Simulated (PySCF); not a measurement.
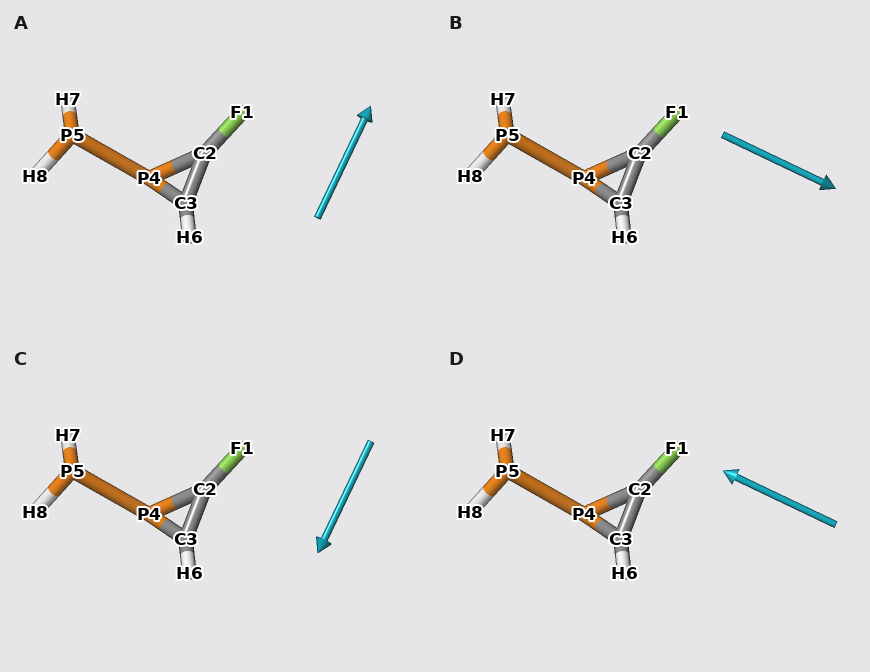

The same molecule four times, each with an arrow. Computed geometry: GFN2-xTB optimisation. No frequency run is at hand to confirm it as a minimum. Level of theory: CAM-B3LYP/def2-SVPD, gas phase (PySCF 2.14.0).

Which arrow points along the dipole moment, from the negative to the positive end?

Answer. C. The dipole moment is 1.18 D; it points from the side of F1 to the side of H6, H8 (the outermost atoms at the two ends).

The geometry is semi-empirical. Around P such bond lengths and angles can be off by a tenth of an ångström or more and by several degrees, and values that hang on the shape move with them.
